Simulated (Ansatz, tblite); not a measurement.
# Si(SH)Cl3 (Cl3HSSi): rung by rung

Aim: run the singlet of Si(SH)Cl3 (Cl3HSSi) at one geometry on many levels, and compare frontier levels, spin and run time.

Method: as each input shows; program: Ansatz 0.2.0, Gaussian basis.

The runs, in order: GFN1-xTB, GFN2-xTB, PBE-D4/def2-TZVP, r2SCAN-D4/def2-TZVP, BLYP-D4/def2-TZVP, revPBE-D4/def2-TZVP, LDA/def2-TZVP, B2PLYP/def2-TZVP, LC-ωPBE/def2-TZVP, ωB97X-V/def2-TZVP, r2SCAN0-D4/def2-TZVP, LC-ωPBE(0.10)/def2-TZVP, LC-ωPBE(0.15)/def2-TZVP, LC-ωPBE(0.20)/def2-TZVP, LC-ωPBE(0.30)/def2-TZVP, PBE-D4/def2-SVP, PBE0-D4/def2-SVP, HF/6-31G, B3LYP-D4/6-31G, CCSD(T)/def2-TZVPP, MP2/def2-TZVP, RPA/def2-TZVP.

### 1 The geometry

The singlet was relaxed beforehand with PBE0-D4/def2-SVP.

6 atoms, charge 0, spin multiplicity 1.

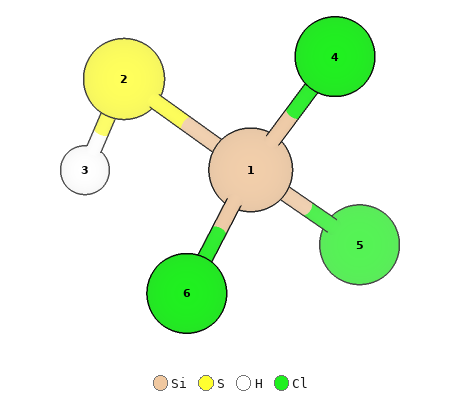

The geometry (silicon light orange, sulfur yellow, hydrogen white, chlorine green); atoms are numbered from 1 in the order of the file.

PBE0-D4/def2-TZVP was run before; its log isn't repeated, and its numbers join the tables.

### 2 GFN1-xTB

Tight binding, by tblite at 300 K electronic temperature and without a spin-polarisation term:

```python
tblite.interface.Calculator('GFN1-xTB', numbers, positions, charge=0, uhf=0).singlepoint()
```

Energy -519.7216 eV, HOMO -11.56 eV, LUMO -4.54 eV; 0.005 s.

### 3 GFN2-xTB

Tight binding, by tblite at 300 K electronic temperature and without a spin-polarisation term:

```python
tblite.interface.Calculator('GFN2-xTB', numbers, positions, charge=0, uhf=0).singlepoint()
```

Energy -524.4682 eV, HOMO -11.36 eV, LUMO -6.30 eV; 0.005 s.

### 4 PBE-D4/def2-TZVP

start.molden holds the orbitals of an earlier run on this state, given as this run's starting guess.

The input, in.yaml:

```yaml
crystal:
  periodic: [false, false, false]
  atoms:
    - {symbol: Si, position_ang: [0.192967, -0.007513, -0.374691]}
    - {symbol: S, position_ang: [0.293922, 0.025423, 1.736304]}
    - {symbol: H, position_ang: [-1.050646, 0.037802, 1.883724]}
    - {symbol: Cl, position_ang: [2.122923, -0.018692, -1.036247]}
    - {symbol: Cl, position_ang: [-0.779479, 1.627766, -1.129493]}
    - {symbol: Cl, position_ang: [-0.779687, -1.664796, -1.079595]}
basis:
  gaussian: {orbitals: def2-TZVP, initial_orbitals: start.molden}
hamiltonian: {xc: pbe, dispersion: d4}
scf: {omitted_lower_state_checks: [starts]}
output: {orbitals: {seedname: orbitals}}
```

Started as:

```bash
$ ansatz run in.yaml --threads 4 --pin off --events-out ev --progress --plain --max-ram 3916MiB
```

Log:

```text
Functional definition: PBE
  name "PBE"
  cite "Perdew, Burke & Ernzerhof, Phys. Rev. Lett. 77, 3865 (1996) doi:10.1103/PhysRevLett.77.3865"
  parent pbe
  parameter kappa = 0.804
  parameter beta = 0.06672455060314922
  exchange = pbe_x(kappa = kappa, mu = beta*pi^2/3)
  correlation = pbe_c(beta = beta)
these checks for a lower state are left out or cut short: starts
1325 factors; their error is unknown
mean field evaluation 1: about -56280.1765 eV, gradient 1.7e1 eV
mean field evaluation 2: about -56280.3002 eV, gradient 1.9e-1 eV
mean field evaluation 4: about -56280.2875 eV, gradient 2.3e-4 eV
mean field -56280.28747825 eV, -2068.2624166765 hartree, gradient 8.4e-6 eV, S^2 0.000000; 0 other end points of the search recorded, 0 dependent functions left out
reference -56280.28751649 eV, -2068.2624180821 hartree; 41, 41 occupied and 150, 150 virtual orbitals, 1325 factors
Total energy: -56280.58481383 eV, -2068.2733435578 hartree
Checks for a lower state left out: starts
```

It took 0.6 s on 4 threads of AMD EPYC 9R45, shared host.

From the report: HOMO -6.93 eV, LUMO -1.69 eV.

### 5 r2SCAN-D4/def2-TZVP

Edit in.yaml of step 4 so:

```diff
@@ -11,3 +11,3 @@
   gaussian: {orbitals: def2-TZVP, initial_orbitals: start.molden}
-hamiltonian: {xc: pbe, dispersion: d4}
+hamiltonian: {xc: r2scan, dispersion: d4}
 scf: {omitted_lower_state_checks: [starts]}
```

Same command.

Log:

```text
Functional definition: r2SCAN
  name "r2SCAN"
  cite "Furness, Kaplan, Ning, Perdew & Sun, J. Phys. Chem. Lett. 11, 8208 (2020) doi:10.1021/acs.jpclett.0c02405"
  cite "Furness, Kaplan, Ning, Perdew & Sun, J. Phys. Chem. Lett. 11, 9248 (2020) doi:10.1021/acs.jpclett.0c03077"
  parent r2scan
  parameter k0 = 0.174
  parameter k1 = 0.065
  parameter a1 = 4.9479
  exchange = r2scan_x(k0 = k0, k1 = k1, a1 = a1)
  correlation = r2scan_c
these checks for a lower state are left out or cut short: starts
1325 factors; their error is unknown
mean field evaluation 1: about -56300.5112 eV, gradient 1.2e1 eV
mean field evaluation 2: about -56300.5470 eV, gradient 7.3e-2 eV
mean field evaluation 4: about -56300.5283 eV, gradient 8.8e-5 eV
mean field -56300.52832776 eV, -2069.0062541763 hartree, gradient 1.2e-5 eV, S^2 0.000000; 0 other end points of the search recorded, 0 dependent functions left out
reference -56300.52833758 eV, -2069.0062545373 hartree; 41, 41 occupied and 150, 150 virtual orbitals, 1325 factors
Total energy: -56300.59428042 eV, -2069.0086778920 hartree
Checks for a lower state left out: starts
```

Wall time 1.1 s (4 threads of AMD EPYC 9R45, shared host).

HOMO -7.25 eV, LUMO -1.39 eV.

### 6 BLYP-D4/def2-TZVP

Edit in.yaml of step 5 so:

```diff
@@ -11,3 +11,3 @@
   gaussian: {orbitals: def2-TZVP, initial_orbitals: start.molden}
-hamiltonian: {xc: r2scan, dispersion: d4}
+hamiltonian: {xc: {name: BLYP}, dispersion: d4}
 scf: {omitted_lower_state_checks: [starts]}
```

Launched as before.

Log:

```text
Functional definition: BLYP
  name "BLYP"
  cite "Becke, Phys. Rev. A 38, 3098 (1988) doi:10.1103/PhysRevA.38.3098"
  cite "Lee, Yang & Parr, Phys. Rev. B 37, 785 (1988) doi:10.1103/PhysRevB.37.785"
  parameter beta = 0.0042
  parameter a = 0.04918
  parameter b = 0.132
  parameter c = 0.2533
  parameter d = 0.349
  exchange = b88_x(beta = beta)
  correlation = lyp_c(a = a, b = b, c = c, d = d)
these checks for a lower state are left out or cut short: starts
1325 factors; their error is unknown
mean field evaluation 1: about -56303.4718 eV, gradient 2.2e1 eV
mean field evaluation 2: about -56303.7329 eV, gradient 3.0e-1 eV
mean field evaluation 4: about -56303.7198 eV, gradient 5.1e-2 eV
mean field -56303.71985274 eV, -2069.1235405563 hartree, gradient 1.6e-5 eV, S^2 0.000000; 0 other end points of the search recorded, 0 dependent functions left out
reference -56303.72022874 eV, -2069.1235543739 hartree; 41, 41 occupied and 150, 150 virtual orbitals, 1325 factors
Total energy: -56304.35749424 eV, -2069.1469734493 hartree
Checks for a lower state left out: starts
```

Run time: 1.3 s. Hardware: 4 threads of AMD EPYC 9R45, shared host.

HOMO -6.74 eV, LUMO -1.57 eV.

### 7 revPBE-D4/def2-TZVP

Edit in.yaml of step 6 so:

```diff
@@ -11,3 +11,3 @@
   gaussian: {orbitals: def2-TZVP, initial_orbitals: start.molden}
-hamiltonian: {xc: {name: BLYP}, dispersion: d4}
+hamiltonian: {xc: {name: revPBE}, dispersion: d4}
 scf: {omitted_lower_state_checks: [starts]}
```

Same command.

Log:

```text
Functional definition: revPBE
  name "revPBE"
  cite "Zhang & Yang, Phys. Rev. Lett. 80, 890 (1998) doi:10.1103/PhysRevLett.80.890"
  cite "Perdew, Burke & Ernzerhof, Phys. Rev. Lett. 77, 3865 (1996) doi:10.1103/PhysRevLett.77.3865"
  parameter kappa = 1.245
  parameter beta = 0.06672455060314922
  exchange = pbe_x(kappa = kappa, mu = beta*pi^2/3)
  correlation = pbe_c(beta = beta)
these checks for a lower state are left out or cut short: starts
1325 factors; their error is unknown
mean field evaluation 1: about -56293.5585 eV, gradient 1.4e1 eV
mean field evaluation 2: about -56293.6365 eV, gradient 1.3e-1 eV
mean field evaluation 4: about -56293.6232 eV, gradient 1.4e-4 eV
mean field -56293.62323372 eV, -2068.7524966509 hartree, gradient 2.0e-5 eV, S^2 0.000000; 0 other end points of the search recorded, 0 dependent functions left out
reference -56293.62328133 eV, -2068.7524984007 hartree; 41, 41 occupied and 150, 150 virtual orbitals, 1325 factors
Total energy: -56294.34676265 eV, -2068.7790858486 hartree
Checks for a lower state left out: starts
```

Run time: 0.6 s. Hardware: 4 threads of AMD EPYC 9R45, shared host.

Report: HOMO -6.88 eV, LUMO -1.59 eV.

### 8 LDA/def2-TZVP

Edit in.yaml of step 7 so:

```diff
@@ -11,3 +11,3 @@
   gaussian: {orbitals: def2-TZVP, initial_orbitals: start.molden}
-hamiltonian: {xc: {name: revPBE}, dispersion: d4}
+hamiltonian: {xc: lda}
 scf: {omitted_lower_state_checks: [starts]}
```

The command is unchanged.

Log:

```text
Functional definition: SPW92
  name "SPW92"
  cite "Dirac, Proc. Camb. Phil. Soc. 26, 376 (1930) doi:10.1017/S0305004100016108"
  cite "Slater, Phys. Rev. 81, 385 (1951) doi:10.1103/PhysRev.81.385"
  cite "Perdew & Wang, Phys. Rev. B 45, 13244 (1992) doi:10.1103/PhysRevB.45.13244"
  exchange = slater_x
  correlation = pw_c
these checks for a lower state are left out or cut short: starts
1325 factors; their error is unknown
mean field evaluation 1: about -56113.9855 eV, gradient 3.3e1 eV
mean field evaluation 2: about -56114.4320 eV, gradient 5.5e-1 eV
mean field evaluation 4: about -56114.4204 eV, gradient 4.8e-2 eV
mean field -56114.42036259 eV, -2062.1669126051 hartree, gradient 9.4e-6 eV, S^2 0.000000; 0 other end points of the search recorded, 0 dependent functions left out
reference -56114.42039839 eV, -2062.1669139207 hartree; 41, 41 occupied and 150, 150 virtual orbitals, 1325 factors
Total energy: -56114.42039839 eV, -2062.1669139207 hartree
Checks for a lower state left out: starts
```

Run time: 0.4 s. Hardware: 4 threads of AMD EPYC 9R45, shared host.

HOMO -7.07 eV, LUMO -1.94 eV.

### 9 B2PLYP/def2-TZVP

Edit in.yaml of step 8 so:

```diff
@@ -11,4 +11,3 @@
   gaussian: {orbitals: def2-TZVP, initial_orbitals: start.molden}
-hamiltonian: {xc: lda}
+hamiltonian: {xc: {name: B2PLYP}}
 scf: {omitted_lower_state_checks: [starts]}
-output: {orbitals: {seedname: orbitals}}
```

The command is unchanged.

Log, cut to the lines that bear on the results:

```text
Functional definition: B2PLYP
  name "B2PLYP"
  cite "Grimme, J. Chem. Phys. 124, 034108 (2006) doi:10.1063/1.2148954"
  cite "Becke, Phys. Rev. A 38, 3098 (1988) doi:10.1103/PhysRevA.38.3098"
  cite "Lee, Yang & Parr, Phys. Rev. B 37, 785 (1988) doi:10.1103/PhysRevB.37.785"
[...]
1136 factors; integrals over basis functions are off by at most 1.3e-3 eV
[...]
mean field -56279.32791504 eV, -2068.2271533791 hartree, gradient 2.8e-6 eV, S^2 0.000000; 0 other end points of the search recorded, 0 dependent functions left out
25 core orbitals not correlated: weight in the atoms' cores, before any rotation towards them, 1.000 or more for the frozen orbitals, at most 0.000 for the correlated occupied ones
reference -56279.32809330 eV, -2068.2271599301 hartree; 16, 16 occupied and 150, 150 virtual orbitals, 1136 factors
second order -27.97557588 eV of doubles, -0.00000000 eV of singles
Total energy: -56286.88149879 eV, -2068.5047424619 hartree
Checks for a lower state left out: starts
```

Wall time 1.4 s (4 threads of AMD EPYC 9R45, shared host).

### 10 LC-ωPBE/def2-TZVP

Edit in.yaml of step 9 so:

```diff
@@ -11,3 +11,4 @@
   gaussian: {orbitals: def2-TZVP, initial_orbitals: start.molden}
-hamiltonian: {xc: {name: B2PLYP}}
+hamiltonian: {xc: {name: LC-wPBE}}
 scf: {omitted_lower_state_checks: [starts]}
+output: {orbitals: {seedname: orbitals}}
```

The command is unchanged.

Log, cut to the lines that bear on the results:

```text
Functional definition: LC-wPBE
  name "LC-wPBE"
  cite "Vydrov & Scuseria, J. Chem. Phys. 125, 234109 (2006) doi:10.1063/1.2409292"
  cite "Heyd & Scuseria, J. Chem. Phys. 120, 7274 (2004) doi:10.1063/1.1668634"
  cite "Ernzerhof & Perdew, J. Chem. Phys. 109, 3313 (1998) doi:10.1063/1.476928"
  cite "Perdew, Burke & Ernzerhof, Phys. Rev. Lett. 77, 3865 (1996) doi:10.1103/PhysRevLett.77.3865"
  parent pbe
[...]
1325 factors; their error is unknown
338 factors; integrals over basis functions are off by at most 3.3e-5 eV
[...]
mean field -56288.38929355 eV, -2068.5601528974 hartree, gradient 2.5e-5 eV, S^2 0.000000; 0 other end points of the search recorded, 0 dependent functions left out
reference -56288.38929356 eV, -2068.5601528976 hartree; 41, 41 occupied and 150, 150 virtual orbitals, 1325 factors
Total energy: -56288.38929356 eV, -2068.5601528976 hartree
Checks for a lower state left out: starts
```

Run time: 0.8 s. Hardware: 4 threads of AMD EPYC 9R45, shared host.

HOMO -10.99 eV, LUMO 1.64 eV.

### 11 ωB97X-V/def2-TZVP

Edit in.yaml of step 10 so:

```diff
@@ -11,3 +11,3 @@
   gaussian: {orbitals: def2-TZVP, initial_orbitals: start.molden}
-hamiltonian: {xc: {name: LC-wPBE}}
+hamiltonian: {xc: {name: wB97X-V}}
 scf: {omitted_lower_state_checks: [starts]}
```

Launched as before.

Log, cut to the lines that bear on the results:

```text
Functional definition: wB97X-V
  name "wB97X-V"
  cite "Mardirossian & Head-Gordon, Phys. Chem. Chem. Phys. 16, 9904 (2014) doi:10.1039/C3CP54374A"
  cite "Becke, J. Chem. Phys. 107, 8554 (1997) doi:10.1063/1.475007"
  cite "Vydrov & Van Voorhis, J. Chem. Phys. 133, 244103 (2010) doi:10.1063/1.3521275"
[...]
      + integral(e_c_pw_opposite_spin*poly(b97_u_opposite, cos0, cos1)) + vv10(b, c)
[...]
1356 factors; their error is unknown
238 factors; integrals over basis functions are off by at most 3.5e-5 eV
[...]
mean field -56295.85969728 eV, -2068.8346851709 hartree, gradient 7.3e-5 eV, S^2 0.000000; 0 other end points of the search recorded, 0 dependent functions left out
reference -56295.85969554 eV, -2068.8346851070 hartree; 41, 41 occupied and 150, 150 virtual orbitals, 1356 factors
Total energy: -56295.85969554 eV, -2068.8346851070 hartree
Checks for a lower state left out: starts
```

It took 1.9 s on 4 threads of AMD EPYC 9R45, shared host; peak memory 0.72 GiB.

HOMO -10.60 eV, LUMO 1.55 eV.

### 12 r2SCAN0-D4/def2-TZVP

Edit in.yaml of step 11 so:

```diff
@@ -11,3 +11,3 @@
   gaussian: {orbitals: def2-TZVP, initial_orbitals: start.molden}
-hamiltonian: {xc: {name: wB97X-V}}
+hamiltonian: {xc: {name: r2SCAN0}, dispersion: d4}
 scf: {omitted_lower_state_checks: [starts]}
```

Launched as before.

Log, cut to the lines that bear on the results:

```text
Functional definition: r2SCAN0
  name "r2SCAN0"
  cite "Bursch, Neugebauer, Ehlert & Grimme, J. Chem. Phys. 156, 134105 (2022) doi:10.1063/5.0086040"
  cite "Furness, Kaplan, Ning, Perdew & Sun, J. Phys. Chem. Lett. 11, 8208 (2020) doi:10.1021/acs.jpclett.0c02405"
  cite "Furness, Kaplan, Ning, Perdew & Sun, J. Phys. Chem. Lett. 11, 9248 (2020) doi:10.1021/acs.jpclett.0c03077"
  parent r2scan
[...]
1387 factors; their error is unknown
[...]
mean field -56300.03767254 eV, -2068.9882229295 hartree, gradient 7.6e-6 eV, S^2 0.000000; 0 other end points of the search recorded, 0 dependent functions left out
reference -56300.03768037 eV, -2068.9882232173 hartree; 41, 41 occupied and 150, 150 virtual orbitals, 1387 factors
Total energy: -56300.11989531 eV, -2068.9912445607 hartree
Checks for a lower state left out: starts
```

It took 1.5 s on 4 threads of AMD EPYC 9R45, shared host; peak memory 0.65 GiB.

Report: HOMO -8.42 eV, LUMO -0.54 eV.

### 13 LC-ωPBE(0.10)/def2-TZVP

Edit in.yaml of step 12 so:

```diff
@@ -11,3 +11,3 @@
   gaussian: {orbitals: def2-TZVP, initial_orbitals: start.molden}
-hamiltonian: {xc: {name: r2SCAN0}, dispersion: d4}
+hamiltonian: {xc: {name: LC-wPBE, parameters: {omega: 0.1/bohr}}}
 scf: {omitted_lower_state_checks: [starts]}
```

The command is unchanged.

Log, cut to the lines that bear on the results:

```text
Functional definition: LC-wPBE
  name "LC-wPBE"
  cite "Vydrov & Scuseria, J. Chem. Phys. 125, 234109 (2006) doi:10.1063/1.2409292"
  cite "Heyd & Scuseria, J. Chem. Phys. 120, 7274 (2004) doi:10.1063/1.1668634"
  cite "Ernzerhof & Perdew, J. Chem. Phys. 109, 3313 (1998) doi:10.1063/1.476928"
  cite "Perdew, Burke & Ernzerhof, Phys. Rev. Lett. 77, 3865 (1996) doi:10.1103/PhysRevLett.77.3865"
  parent pbe
[...]
  with omega = 0.1/bohr from the input
[...]
1325 factors; their error is unknown
70 factors; integrals over basis functions are off by at most 3.8e-7 eV
[...]
mean field -56284.16341634 eV, -2068.4048547742 hartree, gradient 2.3e-5 eV, S^2 0.000000; 0 other end points of the search recorded, 0 dependent functions left out
reference -56284.16341645 eV, -2068.4048547785 hartree; 41, 41 occupied and 150, 150 virtual orbitals, 1325 factors
Total energy: -56284.16341645 eV, -2068.4048547785 hartree
Checks for a lower state left out: starts
```

Wall time 0.85 s (4 threads of AMD EPYC 9R45, shared host).

Report: HOMO -8.40 eV, LUMO -0.30 eV.

### 14 LC-ωPBE(0.15)/def2-TZVP

Edit in.yaml of step 13 so:

```diff
@@ -11,3 +11,3 @@
   gaussian: {orbitals: def2-TZVP, initial_orbitals: start.molden}
-hamiltonian: {xc: {name: LC-wPBE, parameters: {omega: 0.1/bohr}}}
+hamiltonian: {xc: {name: LC-wPBE, parameters: {omega: 0.15/bohr}}}
 scf: {omitted_lower_state_checks: [starts]}
```

The command is unchanged.

Log, cut to the lines that bear on the results:

```text
Functional definition: LC-wPBE
  name "LC-wPBE"
  cite "Vydrov & Scuseria, J. Chem. Phys. 125, 234109 (2006) doi:10.1063/1.2409292"
  cite "Heyd & Scuseria, J. Chem. Phys. 120, 7274 (2004) doi:10.1063/1.1668634"
  cite "Ernzerhof & Perdew, J. Chem. Phys. 109, 3313 (1998) doi:10.1063/1.476928"
  cite "Perdew, Burke & Ernzerhof, Phys. Rev. Lett. 77, 3865 (1996) doi:10.1103/PhysRevLett.77.3865"
  parent pbe
[...]
  with omega = 0.15/bohr from the input
[...]
1325 factors; their error is unknown
101 factors; integrals over basis functions are off by at most 1.7e-6 eV
[...]
mean field -56284.74405943 eV, -2068.4261930141 hartree, gradient 2.6e-5 eV, S^2 0.000000; 0 other end points of the search recorded, 0 dependent functions left out
reference -56284.74405948 eV, -2068.4261930160 hartree; 41, 41 occupied and 150, 150 virtual orbitals, 1325 factors
Total energy: -56284.74405948 eV, -2068.4261930160 hartree
Checks for a lower state left out: starts
```

It took 0.75 s on 4 threads of AMD EPYC 9R45, shared host.

Report: HOMO -9.03 eV, LUMO 0.24 eV.

### 15 LC-ωPBE(0.20)/def2-TZVP

Edit in.yaml of step 14 so:

```diff
@@ -11,3 +11,3 @@
   gaussian: {orbitals: def2-TZVP, initial_orbitals: start.molden}
-hamiltonian: {xc: {name: LC-wPBE, parameters: {omega: 0.15/bohr}}}
+hamiltonian: {xc: {name: LC-wPBE, parameters: {omega: 0.2/bohr}}}
 scf: {omitted_lower_state_checks: [starts]}
```

Same command.

Log, cut to the lines that bear on the results:

```text
Functional definition: LC-wPBE
  name "LC-wPBE"
  cite "Vydrov & Scuseria, J. Chem. Phys. 125, 234109 (2006) doi:10.1063/1.2409292"
  cite "Heyd & Scuseria, J. Chem. Phys. 120, 7274 (2004) doi:10.1063/1.1668634"
  cite "Ernzerhof & Perdew, J. Chem. Phys. 109, 3313 (1998) doi:10.1063/1.476928"
  cite "Perdew, Burke & Ernzerhof, Phys. Rev. Lett. 77, 3865 (1996) doi:10.1103/PhysRevLett.77.3865"
  parent pbe
[...]
  with omega = 0.2/bohr from the input
[...]
1325 factors; their error is unknown
157 factors; integrals over basis functions are off by at most 2.5e-6 eV
[...]
mean field -56285.42405148 eV, -2068.4511822611 hartree, gradient 1.5e-5 eV, S^2 0.000000; 0 other end points of the search recorded, 0 dependent functions left out
reference -56285.42405150 eV, -2068.4511822621 hartree; 41, 41 occupied and 150, 150 virtual orbitals, 1325 factors
Total energy: -56285.42405150 eV, -2068.4511822621 hartree
Checks for a lower state left out: starts
```

Wall time 0.75 s (4 threads of AMD EPYC 9R45, shared host).

From the report: HOMO -9.57 eV, LUMO 0.67 eV.

### 16 LC-ωPBE(0.30)/def2-TZVP

Edit in.yaml of step 15 so:

```diff
@@ -11,3 +11,3 @@
   gaussian: {orbitals: def2-TZVP, initial_orbitals: start.molden}
-hamiltonian: {xc: {name: LC-wPBE, parameters: {omega: 0.2/bohr}}}
+hamiltonian: {xc: {name: LC-wPBE, parameters: {omega: 0.3/bohr}}}
 scf: {omitted_lower_state_checks: [starts]}
```

The command is unchanged.

Log, cut to the lines that bear on the results:

```text
Functional definition: LC-wPBE
  name "LC-wPBE"
  cite "Vydrov & Scuseria, J. Chem. Phys. 125, 234109 (2006) doi:10.1063/1.2409292"
  cite "Heyd & Scuseria, J. Chem. Phys. 120, 7274 (2004) doi:10.1063/1.1668634"
  cite "Ernzerhof & Perdew, J. Chem. Phys. 109, 3313 (1998) doi:10.1063/1.476928"
  cite "Perdew, Burke & Ernzerhof, Phys. Rev. Lett. 77, 3865 (1996) doi:10.1103/PhysRevLett.77.3865"
  parent pbe
[...]
  with omega = 0.3/bohr from the input
[...]
1325 factors; their error is unknown
238 factors; integrals over basis functions are off by at most 3.5e-5 eV
[...]
mean field -56286.89511889 eV, -2068.5052429915 hartree, gradient 1.1e-5 eV, S^2 0.000000; 0 other end points of the search recorded, 0 dependent functions left out
reference -56286.89511891 eV, -2068.5052429919 hartree; 41, 41 occupied and 150, 150 virtual orbitals, 1325 factors
Total energy: -56286.89511891 eV, -2068.5052429919 hartree
Checks for a lower state left out: starts
```

It took 0.75 s on 4 threads of AMD EPYC 9R45, shared host.

HOMO -10.41 eV, LUMO 1.27 eV.

### 17 PBE-D4/def2-SVP

Edit in.yaml of step 16 so:

```diff
@@ -10,4 +10,4 @@
 basis:
-  gaussian: {orbitals: def2-TZVP, initial_orbitals: start.molden}
-hamiltonian: {xc: {name: LC-wPBE, parameters: {omega: 0.3/bohr}}}
+  gaussian: {orbitals: def2-SVP, initial_orbitals: start.molden}
+hamiltonian: {xc: pbe, dispersion: d4}
 scf: {omitted_lower_state_checks: [starts]}
```

Launched as before.

Log:

```text
Functional definition: PBE
  name "PBE"
  cite "Perdew, Burke & Ernzerhof, Phys. Rev. Lett. 77, 3865 (1996) doi:10.1103/PhysRevLett.77.3865"
  parent pbe
  parameter kappa = 0.804
  parameter beta = 0.06672455060314922
  exchange = pbe_x(kappa = kappa, mu = beta*pi^2/3)
  correlation = pbe_c(beta = beta)
these checks for a lower state are left out or cut short: starts
1044 factors; their error is unknown
mean field evaluation 1: about -56260.3037 eV, gradient 9.8e0 eV
mean field evaluation 2: about -56260.4900 eV, gradient 1.7e-1 eV
mean field evaluation 4: about -56260.4086 eV, gradient 1.6e-4 eV
mean field -56260.40862529 eV, -2067.5318823047 hartree, gradient 1.0e-5 eV, S^2 0.000000; 0 other end points of the search recorded, 0 dependent functions left out
reference -56260.40865238 eV, -2067.5318833002 hartree; 41, 41 occupied and 54, 54 virtual orbitals, 1044 factors
Total energy: -56260.70594972 eV, -2067.5428087759 hartree
Checks for a lower state left out: starts
```

It took 0.3 s on 4 threads of AMD EPYC 9R45, shared host.

Report: HOMO -6.78 eV, LUMO -1.30 eV.

[end of part 1 of 2]
